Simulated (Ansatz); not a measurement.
**H$_{10}$N$_{2}$Si$_{3}$···F (doublet): density, localisation and related maps**

Input file:

```
crystal:
  periodic: [false, false, false]
  atoms:
    - {symbol: Si, position_ang: [0.637927, 1.168062, 0.743331]}
    - {symbol: N, position_ang: [1.319390, -0.437553, 0.085991]}
    - {symbol: Si, position_ang: [0.937170, -0.902994, -1.575953]}
    - {symbol: N, position_ang: [-1.026719, 1.144819, 0.193312]}
    - {symbol: Si, position_ang: [-2.266569, 0.024572, 0.635270]}
    - {symbol: H, position_ang: [0.663089, 0.937191, 2.212194]}
    - {symbol: H, position_ang: [2.362139, 0.164666, 0.299386]}
    - {symbol: F, position_ang: [2.789649, 1.209494, 0.715198]}
    - {symbol: H, position_ang: [1.218584, -1.197046, 0.752594]}
    - {symbol: H, position_ang: [1.904378, -1.943165, -2.005053]}
    - {symbol: H, position_ang: [-0.440003, -1.446001, -1.660435]}
    - {symbol: H, position_ang: [1.075940, 0.317875, -2.400924]}
    - {symbol: H, position_ang: [-1.318749, 1.968235, -0.312280]}
    - {symbol: H, position_ang: [-1.577006, -1.179604, 1.173632]}
    - {symbol: H, position_ang: [-3.188771, 0.541296, 1.683945]}
    - {symbol: H, position_ang: [-3.090448, -0.369748, -0.540108]}
basis:
  gaussian: {orbitals: def2-TZVPP}
magnetization: {spin_polarized: true, initial_magnetization: 1}
hamiltonian: {xc: pbe0, dispersion: d4}
output: {orbitals: {seedname: orbitals}}
```

Command:

```sh
ansatz run in.yaml --threads 2 --pin off --events-out ev --progress --plain --max-ram 20480MiB --backend cuda --devices 0, --max-vram 18GiB
```

A transition-state structure; geometry: PBE0-D4/def2-TZVP.

Method: Ansatz 0.2.0, UKS PBE0-D4/def2-TZVPP.

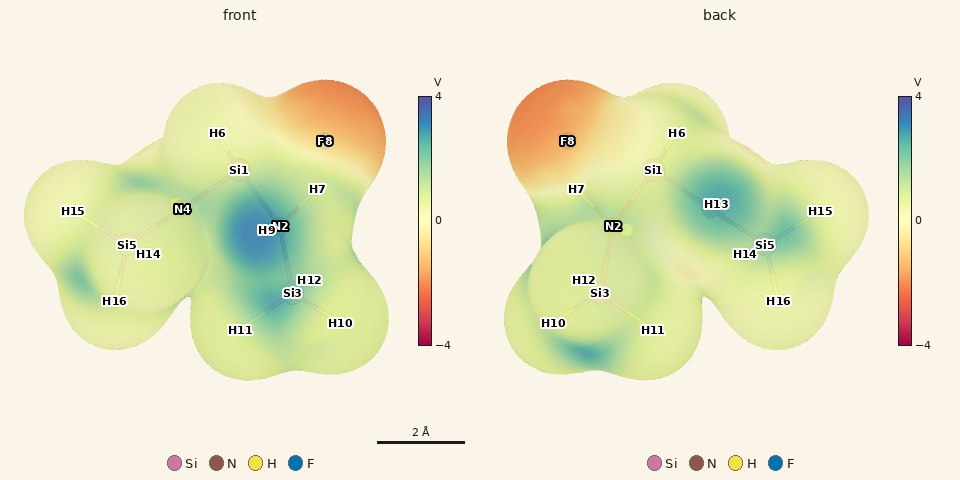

Figure 1. The electrostatic potential painted on the density surface at 0.004 e/bohr³, seen from the front and from behind; red is negative and blue positive.

Describe the electrostatic potential map.

The most negative region (about −2.0 V, or −46 kcal/mol for a unit charge) lies over F8, the most positive (about +3.1 V, or +71 kcal/mol for a unit charge) over H9.

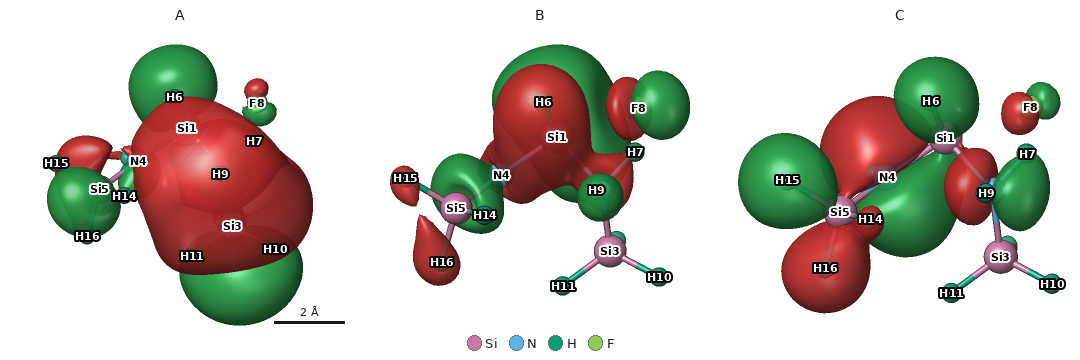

Figure 2. Three frontier orbitals at ±0.05 Å⁻³ᐟ² (green and red are the two phases), in no order.

Which picture is the HOMO−1, the HOMO and the LUMO? All are α orbitals.

C is the HOMO−1 (α) (−7.70 eV). Its weight (Hirshfeld) is mainly on N4 (about 50 %), Si5 (about 10 %) and H15 (about 5 %). B is the HOMO (α) (−5.71 eV). By Hirshfeld shares it lies mainly on Si1 (about 65 %), F8 (about 10 %) and N4 (about 10 %). A is the LUMO (α) (−0.38 eV). By Hirshfeld shares it lies mainly on Si3 (about 30 %), Si1 (about 15 %), H9 (about 10 %), N2 (about 10 %) and Si5 (about 5 %).

What is the gap between the highest occupied and lowest empty α orbitals?

5.33 eV between the orbital energies.

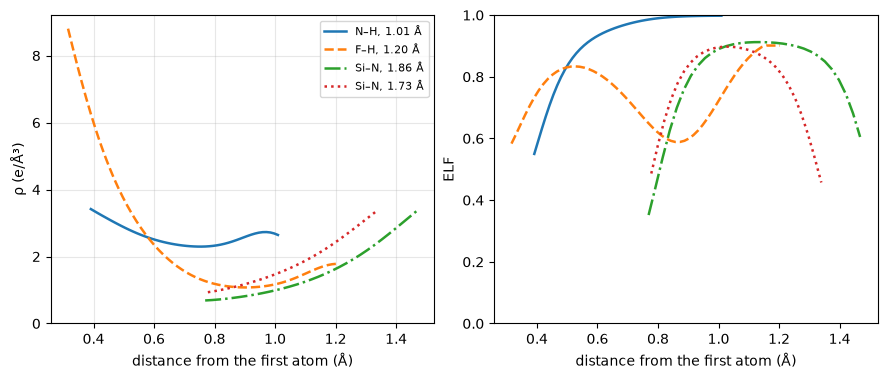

Figure 3. Electron density and ELF along straight lines between neighbouring atoms. The curves leave out the atomic cores.

What can be read from the curves?

N–H (1.01 Å): ρ is about 2.9 e/Å³ halfway; the ELF climbs to about 1 towards the hydrogen, as it does in any bond to H: an ordinary covalent bond to hydrogen.
F8···H7 (1.20 Å): the density falls to about 1.1 e/Å³ on the way; the ELF climbs to about 0.85 towards the hydrogen.
Si–N (1.86 Å): ρ is about 0.86 e/Å³ halfway; the ELF peaks at about 0.90 between the atoms, as expected for a polar covalent bond.
Si–N (1.73 Å): ρ is about 1.1 e/Å³ halfway; the ELF peaks at about 0.90 between the atoms, as expected for a polar covalent bond.
